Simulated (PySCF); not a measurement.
B(CCH)(Cl)2, C₂HBCl₂, SMILES ClB(C#C)Cl at its PBE0/def2-SVP optimised geometry (Å):

```
6

B     -1.4633    -0.0004     0.0000
C      0.0518    -0.0004     0.0000
C      1.2692     0.0020    -0.0016
H      2.3454     0.0033    -0.0024
Cl    -2.3454    -1.5091     0.0004
Cl    -2.3442     1.5091     0.0000
```

Computed with PySCF 2.14.0 with PBE0/def2-TZVP.

Map of the deformation density (molecule minus spherical neutral atoms) (e/bohr³) on the plane z = 0.8 Å:

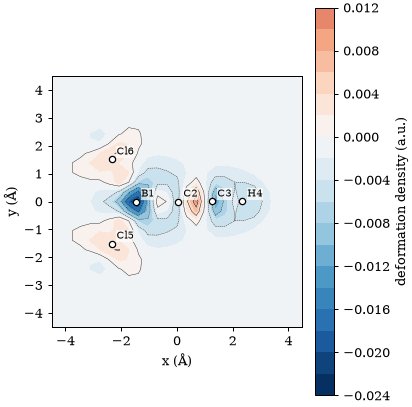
Deformation density (molecule minus spherical neutral atoms) (e/bohr³) on the plane z = 0.8 Å.
